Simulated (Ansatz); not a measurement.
Consider Zr₃TiGe₈.

The calculation's input:

```
crystal:
  lattice:
    - [2.6147489622, -4.5758871923, 0.0]
    - [2.6147489622, 4.5758871923, 0.0]
    - [0.0, 0.0, 8.9398870858]
  atoms:
    - { symbol: Zr, position: [0.5, 0.5, 0.5] }
    - { symbol: Zr, position: [0.0, 0.5, 0.2485308123] }
    - { symbol: Zr, position: [0.5, 0.0, 0.7514691877] }
    - { symbol: Ti, position: [0.0, 0.0, 0.0] }
    - { symbol: Ge, position: [0.5, 0.5, 0.8406893626] }
    - { symbol: Ge, position: [0.0, 0.0, 0.3324732932] }
    - { symbol: Ge, position: [0.0, 0.5, 0.9164394336] }
    - { symbol: Ge, position: [0.5, 0.0, 0.4115801902] }
    - { symbol: Ge, position: [0.0, 0.5, 0.5884198098] }
    - { symbol: Ge, position: [0.5, 0.0, 0.0835605664] }
    - { symbol: Ge, position: [0.5, 0.5, 0.1593106374] }
    - { symbol: Ge, position: [0.0, 0.0, 0.6675267068] }
basis:
  ecutwfc: 500
kpoints:
  mp_grid: { grid: [8, 8, 4] }
  band_path:
    path:
      - [[0.0, 0.0, 0.0], [-0.5, 0.5, 0.0], [-0.33162992, 0.66837008, 0.0]]
      - [[0.33162992, 0.33162992, 0.0], [0.0, 0.0, 0.0], [0.0, 0.0, 0.5], [0.33162992, 0.33162992, 0.5]]
      - [[-0.33162992, 0.66837008, 0.5], [-0.5, 0.5, 0.5], [-0.5, 0.5, 0.0]]
      - [[0.0, 0.0, 0.0], [0.0, 0.5, 0.0], [0.0, 0.5, 0.5], [0.0, 0.0, 0.5], [-0.5, 0.5, 0.5]]
    npoints: 10
hamiltonian:
  xc: r2scan
scf:
  occupations: { method: gaussian, width: 0.1 }
  n_extra_bands: 30
output:
  forces: true
  stress: true
  eigenvalues: true
  populations: true
  dos: { projected: true, de: 0.02, nscf_kmesh: { grid: [10, 10, 5] } }
  bader: false
  write_density: true
  write_potential: true
  elf: true
  volumetric_format: npy
```

Command:

```sh
ansatz run input.yaml --threads 4 --pin off --max-ram 8192MiB --backend cpu --events-out ev --progress --plain --runs-dir out
```

Below, planes, directions and counts refer to the conventional cell (a = 5.23 Å, b = 9.15 Å, c = 8.94 Å, α = 90.00°, β = 90.00°, γ = 90.00°).

Space group C222; a structure generated by program, which may or may not match a known phase; computed without spin polarisation.

All numbers below come from DFT r2SCAN, scalar-relativistic, plane waves, PAW in Ansatz 0.2.0.

What will maps of the valence pseudo-density and electron localisation function show?

Ti–Ge (2.97 Å): ρ is about 0.2 e/Å³ halfway; the ELF peaks at about 0.60 between the atoms.
Zr–Ge (3.01 Å): the density is about 0.21 e/Å³ at the midpoint; the ELF peaks at about 0.55 in the valence shell of Ge, 1.2 Å from its nucleus, and is about 0.30 at the midpoint.

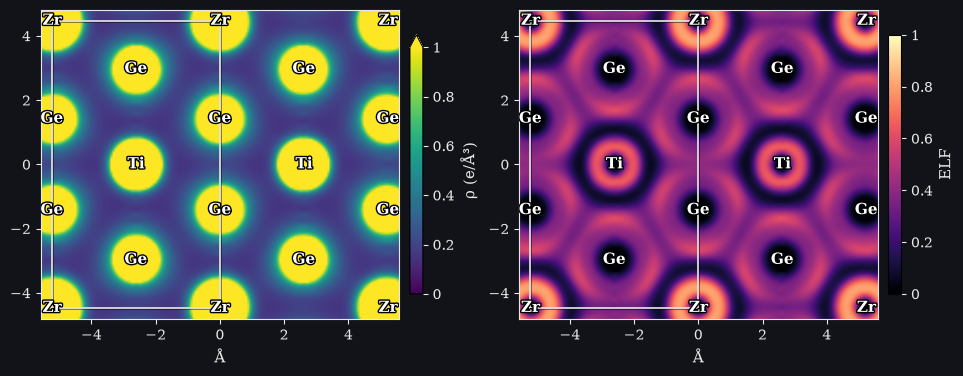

Computed valence pseudo-density and electron localisation function on the (010) plane of the conventional cell, in this order. 

The density is the valence pseudo-density of a PAW calculation; it isn't the true density close to the nuclei.
